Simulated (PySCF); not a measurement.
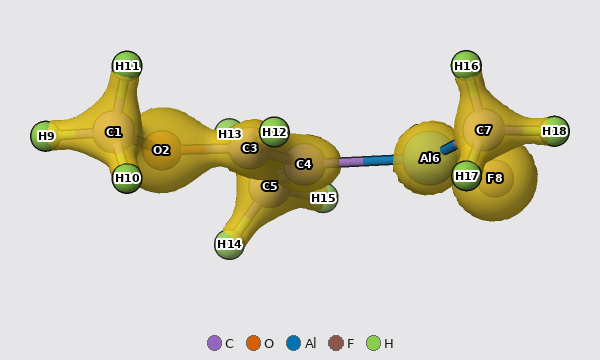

Figure 1: C$_{5}$H$_{10}$AlFO (SMILES CO/C=[C](\C)[Al]([CH3])[F]). Isosurface of the electron density at 1.5 e/Å³ (yellow), seen from one side.

Geometry: GFN2-xTB.

Theory: PBE0/pcSseg-1, SCF density, gas phase, non-relativistic in PySCF.

```yaml
atoms:
  - { symbol: C, position_ang: [2.9386, -0.5824, 0.7021] }
  - { symbol: O, position_ang: [2.0419, 0.3728, 0.1967] }
  - { symbol: C, position_ang: [0.7360, -0.0063, 0.1220] }
  - { symbol: C, position_ang: [-0.2314, 0.7978, -0.3373] }
  - { symbol: C, position_ang: [0.0961, 2.1949, -0.8037] }
  - { symbol: Al, position_ang: [-2.0647, 0.0718, -0.3686] }
  - { symbol: C, position_ang: [-2.6296, -1.7447, 0.2176] }
  - { symbol: F, position_ang: [-3.2350, 1.0924, -0.9434] }
  - { symbol: H, position_ang: [3.9235, -0.1180, 0.6909] }
  - { symbol: H, position_ang: [2.6841, -0.8666, 1.7292] }
  - { symbol: H, position_ang: [2.9566, -1.4841, 0.0798] }
  - { symbol: H, position_ang: [0.5102, -1.0149, 0.4604] }
  - { symbol: H, position_ang: [0.8113, 2.1651, -1.6255] }
  - { symbol: H, position_ang: [0.5447, 2.7715, 0.0050] }
  - { symbol: H, position_ang: [-0.8100, 2.7000, -1.1399] }
  - { symbol: H, position_ang: [-2.1494, -2.5482, -0.3460] }
  - { symbol: H, position_ang: [-2.4218, -1.9410, 1.2722] }
  - { symbol: H, position_ang: [-3.7098, -1.8537, 0.0768] }
```

> Which contacts does the surface bridge?

At this value the surface falls into four separate pieces. It bridges the sampled C–C (1.34 Å) and C–O (1.36 Å) contacts, where the density stays above the isovalue. It is pinched off along the sampled Al–F (1.66 Å) and C–Al (1.97 Å) contacts. On the grid the lowest density along these lines, outside the cores, is 2.3 e/Å³ (C–C, 1.34 Å), 1.9 e/Å³ (C–O, 1.36 Å), 0.71 e/Å³ (Al–F, 1.66 Å) and 0.6 e/Å³ (C–Al, 1.97 Å).
